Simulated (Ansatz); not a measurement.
Abstraction of Cl: MgHCl + SbCl2 → MgH + SbCl3

Species: MgHCl `[MgH][Cl]`, singlet; SbCl2 `[Cl][Sb][Cl]`, doublet; MgH, doublet; SbCl3 (antimony trichloride) `[Cl][Sb]([Cl])[Cl]`, singlet. A radical takes Cl: the energy is the difference in strength between the Mg–Cl bond broken and the Sb–Cl bond made.

Shapes, held fixed at every level: PBE0-D4/def2-TZVP. Programs: Ansatz 0.2.0. The zero-point and thermal change to 298 K, harmonic and unscaled (PBE0-D4/def2-TZVP), is -2.3 kJ/mol.

```json
{"level": "HF/def2-SVP", "kind": "Hartree–Fock", "ΔH(298 K) (kJ/mol)": "+178.2", "less CCSD(T)/def2-TZVPP": "+29.7"}
{"level": "HF/def2-TZVPP", "kind": "Hartree–Fock", "ΔH(298 K) (kJ/mol)": "+162.6", "less CCSD(T)/def2-TZVPP": "+14.1"}
{"level": "SPW92/def2-TZVPP", "kind": "LDA", "ΔH(298 K) (kJ/mol)": "+115.5", "less CCSD(T)/def2-TZVPP": "-33.0"}
{"level": "r2SCAN-D4/def2-TZVPP", "kind": "meta-GGA", "ΔH(298 K) (kJ/mol)": "+138.4", "less CCSD(T)/def2-TZVPP": "-10.1"}
{"level": "wB97M-V/def2-TZVPP", "kind": "range-separated hybrid", "ΔH(298 K) (kJ/mol)": "+156.7", "less CCSD(T)/def2-TZVPP": "+8.2"}
{"level": "MP2/def2-SVP", "kind": "perturbation theory", "ΔH(298 K) (kJ/mol)": "+162.9", "less CCSD(T)/def2-TZVPP": "+14.4"}
{"level": "CCSD(T)/def2-TZVPP", "kind": "coupled cluster or CI", "ΔH(298 K) (kJ/mol)": "+148.5", "less CCSD(T)/def2-TZVPP": "0.0"}
```

The highest level, CCSD(T)/def2-TZVPP, gives ΔH(298 K) = +148.5 kJ/mol; the levels span +115.5 to +178.2. The column of differences is taken from that level and isn't an error. No measured value is set beside it here. Open shells run unrestricted unless RO is named. For atoms past krypton def2 sets carry core potentials with scalar relativity. Correlated rows may include outer-core shells of Mg, Sb, which these sets cover unevenly.

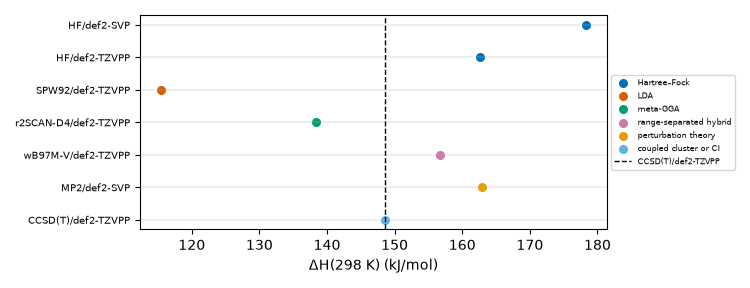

The values of the table, level by level.
